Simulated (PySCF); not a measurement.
B₂F₃H₂Si, doublet, SMILES `F[B][SiH2]B(F)F`.

Computed with PySCF, ωB97X/6-31G*, geometry: GFN2-xTB. No frequency check shows the geometry to be a minimum. GFN2-xTB doesn't know the spin state, so this open-shell geometry is rough.

Cartesian coordinates (Å):

```
F1      -2.0974   -1.2886   -0.0003
B2      -2.0465    0.0048   -0.0022
Si3     -0.4420    1.1622    0.0011
B4       1.1644    0.0256    0.0002
F5       1.6951   -0.4968    1.0993
F6       1.6955   -0.4934   -1.1002
H7      -0.5200    2.0447   -1.1737
H8      -0.5205    2.0412    1.1796
```

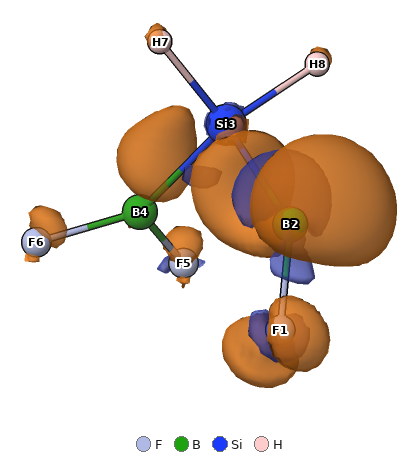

Fukui function f⁻ = ρ(N) − ρ(N−1) at fixed geometry, surfaces at ±0.05 e/Å³ (orange positive, blue negative).

Which atoms respond most to the removal of an electron?

f⁻ (Hirshfeld-condensed) is largest on B2 (0.44); the vertical ionisation energy is 7.79 eV (to the singlet cation, which needn't be its lowest state). Condensed values hint at sites of electrophilic attack but needn't mark the atom that reacts. Orbital relaxation makes it negative in places (0.21 e in all).

```tsv
atom	f⁻	charge
F1	+0.14	−0.08
B2	+0.44	+0.09
Si3	+0.16	+0.18
B4	+0.07	+0.20
F5	+0.04	−0.13
F6	+0.04	−0.13
H7	+0.05	−0.07
H8	+0.05	−0.07
```
